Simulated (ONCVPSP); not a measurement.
Pseudopotential generation for Ir (part 2 of 2)

Continued. System: iridium (Ir, Z = 77), core [Kr] 4d10 4f14, reference valence 5s2 5p6 5d7 6s1 (an ion of charge +1), valence charge 17. Method: ONCV potential, PBE, fully relativistic, made with ONCVPSP 4.0.1.

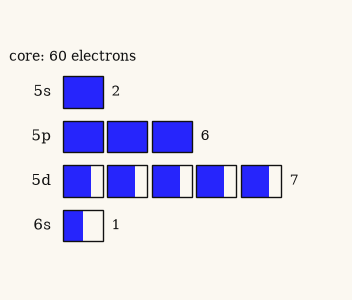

The valence shells of the reference configuration: a box for each of the 2l + 1 orbitals, shaded by the share of the shell that is filled, with the electron count at the right.

Output (extracts), continued:
```
    Total energies and differences
      AE_ref= -1.78576645E+04  AE_tst= -1.78580279E+04  dif= -3.63E-01
      PS_ref= -1.05583612E+02  PS_tst= -1.05946939E+02  dif= -3.63E-01
      PSP excitation error= -8.52E-05

Test configuration 2

   n   l kap    f        eae           eps        diff
   1   0  -1  2.0000-2794.38210889
   2   0  -1  2.0000 -488.98582393
   2   1  -2  4.0000 -408.55358581
   2   1   1  2.0000 -468.37500526
   3   0  -1  2.0000 -114.85621626
   3   1  -2  4.0000  -92.53804862
   3   1   1  2.0000 -105.63666545
   3   2  -3  6.0000  -74.34205894
   3   2   2  4.0000  -77.17205024
   4   0  -1  2.0000  -25.01226425
   4   1  -2  4.0000  -18.02633638
   4   1   1  2.0000  -21.12415311
   4   2  -3  6.0000  -11.08568417
   4   2   2  4.0000  -11.66062511
   4   3  -4  8.0000   -2.87672605
   4   3   3  6.0000   -2.99135331
   5   0  -1  2.0000   -4.24141957   -4.24321093   -1.79E-03
   5   1  -2  4.0000   -2.52400185   -2.52439378   -3.92E-04
   5   1   1  2.0000   -3.02253569   -3.02334219   -8.07E-04
   5   2  -3  4.2000   -0.87762811   -0.89623328   -1.86E-02
   5   2   2  2.8000   -0.92603720   -0.89623328    2.98E-02
   6   0  -1  0.0000   -0.78930793   -0.78930793    0.00E+00

    Total energies and differences
      AE_ref= -1.78576645E+04  AE_tst= -1.78570223E+04  dif=  6.42E-01
      PS_ref= -1.05583612E+02  PS_tst= -1.04941372E+02  dif=  6.42E-01
      PSP excitation error= -7.47E-05

Test configuration 3

   n   l kap    f        eae           eps        diff
   1   0  -1  2.0000-2794.90311290
   2   0  -1  2.0000 -489.50880141
   2   1  -2  4.0000 -409.07658390
   2   1   1  2.0000 -468.89793571
   3   0  -1  2.0000 -115.37669688
   3   1  -2  4.0000  -93.05847531
   3   1   1  2.0000 -106.15727720
   3   2  -3  6.0000  -74.86297893
   3   2   2  4.0000  -77.69305669
   4   0  -1  2.0000  -25.53142850
   4   1  -2  4.0000  -18.54542613
   4   1   1  2.0000  -21.64332673
   4   2  -3  6.0000  -11.60476225
   4   2   2  4.0000  -12.17973993
   4   3  -4  8.0000   -3.39487248
   4   3   3  6.0000   -3.50959077
   5   0  -1  2.0000   -4.75124966   -4.75330478   -2.06E-03
   5   1  -2  4.0000   -3.02185306   -3.02250152   -6.48E-04
   5   1   1  2.0000   -3.52706500   -3.52811994   -1.05E-03
   5   2  -3  3.6000   -1.33335008   -1.35398023   -2.06E-02
   5   2   2  2.4000   -1.38669637   -1.35398023    3.27E-02
   6   0  -1  0.0000   -1.15396298   -1.15396298    0.00E+00

    Total energies and differences
      AE_ref= -1.78576645E+04  AE_tst= -1.78559001E+04  dif=  1.76E+00
      PS_ref= -1.05583612E+02  PS_tst= -1.03819940E+02  dif=  1.76E+00
      PSP excitation error=  6.65E-04

Test configuration 4

   n   l kap    f        eae           eps        diff
   1   0  -1  2.0000-2794.09518302
   2   0  -1  2.0000 -488.70111653
   2   1  -2  4.0000 -408.26879445
   2   1   1  2.0000 -468.09000899
   3   0  -1  2.0000 -114.57175714
   3   1  -2  4.0000  -92.25358079
   3   1   1  2.0000 -105.35217753
   3   2  -3  6.0000  -74.05769583
   3   2   2  4.0000  -76.88768572
   4   0  -1  2.0000  -24.72785006
   4   1  -2  4.0000  -17.74195347
   4   1   1  2.0000  -20.83974420
   4   2  -3  6.0000  -10.80138423
   4   2   2  4.0000  -11.37631012
   4   3  -4  8.0000   -2.59251818
   4   3   3  6.0000   -2.70713933
   5   0  -1  2.0000   -3.95743268   -3.95861356   -1.18E-03
   5   1  -2  4.0000   -2.23956306   -2.23978699   -2.24E-04
   5   1   1  2.0000   -2.73829206   -2.73879047   -4.98E-04
   5   2  -3  4.2000   -0.59867719   -0.61685217   -1.82E-02
   5   2   2  2.8000   -0.64605672   -0.61685217    2.92E-02
   6   0  -1  0.0000   -0.53684592   -0.78930793   -2.52E-01
   6   1  -2  0.6667   -0.28449346   -0.28453217   -3.87E-05
   6   1   1  0.3333   -0.32381929   -0.32386721   -4.79E-05

    Total energies and differences
      AE_ref= -1.78576645E+04  AE_tst= -1.78574294E+04  dif=  2.35E-01
      PS_ref= -1.05583612E+02  PS_tst= -1.05348569E+02  dif=  2.35E-01
      PSP excitation error= -2.77E-05
```

Key numbers:

- outcome: generated; no spin-orbit splitting in 5d; the pseudo-atom misses its reference levels by up to 0.78 eV (5d)
- reference test: the pseudo-atom misses its own reference levels by up to 0.78 eV
- cutoffs needed: 29 Ha and 40 Ha (the cutoffs at which the residual kinetic energy of the hardest occupied pseudo-wave falls to 1 and 0.1 mHa per electron)
- ghost test: no bound ghost flagged; no localised positive-energy state flagged
- largest excitation error: +18 meV (all-electron minus pseudo) for 5s2 5p6 5d6 6s0, out of 4 test configurations
- rms error of d²Exc/dni dnj: 9.34 mHa without and 3.64 mHa with the model core
- range over which the phases arctan(r R′/R) at the test radius agree within 0.05 rad (a looser test near the poles than one of phase shifts): s: over the whole range computed; p3/2: over the whole range computed; p1/2: over the whole range computed; d5/2: over the whole range computed; d3/2: from about -0.7 Ha upwards; f7/2: not judged, local potential alone; f5/2: not judged, local potential alone
- hardware: 1 CPU thread, shared host
- wall time: 4.8 s

Remarks:

The potential has no spin-orbit splitting in 5d, whose channel is the local potential: both pseudo levels lie at −0.5628 Ha, against −0.5449 and −0.5914 Ha all-electron.
